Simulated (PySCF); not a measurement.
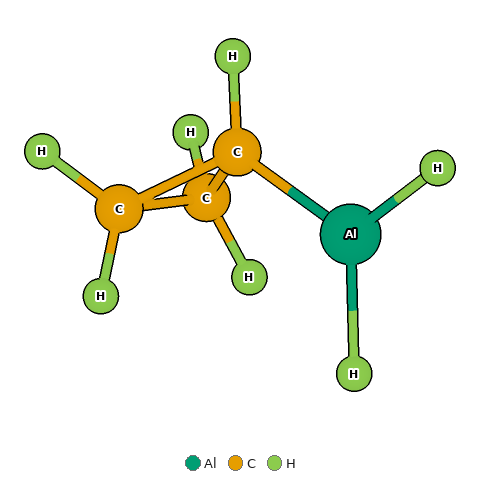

The molecule: C₃H₇Al, SMILES [AlH2][CH]1CC1, singlet.

Simulated rotational absorption lines between 26 and 40 GHz at 3 K: rigid rotor with the equilibrium constants and dipole of one optimised conformer (PBE0-D3(BJ)/def2-SVP, PySCF), commonest isotopes; no centrifugal distortion, hyperfine structure, internal rotation or nuclear-spin weights; lines within 1 MHz of each other are summed. Lines of different type are drawn apart.

> What are the rotational constants, and what kind of rotor is it?

Rotational constants A, B, C = 14.91, 3.447, 3.326 GHz; Ray's κ = −0.98, a near-prolate asymmetric top.

> Which dipole components drive the lines?

|μa|, |μb|, |μc| = 0.86, 0.00, 0.36 D; a-type lines carry 88 % of the intensity in this range.

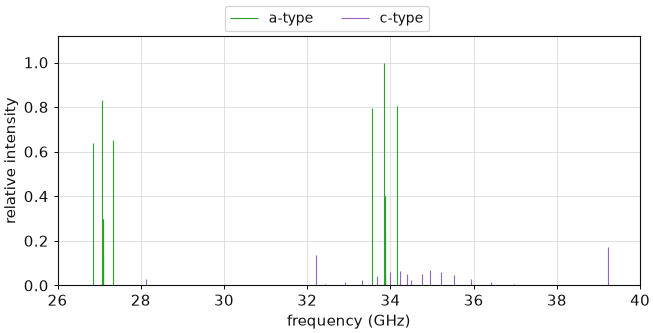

Caveats: coarse grid, loose stop and no frequency check, small forces are noise and the end may be a saddle.
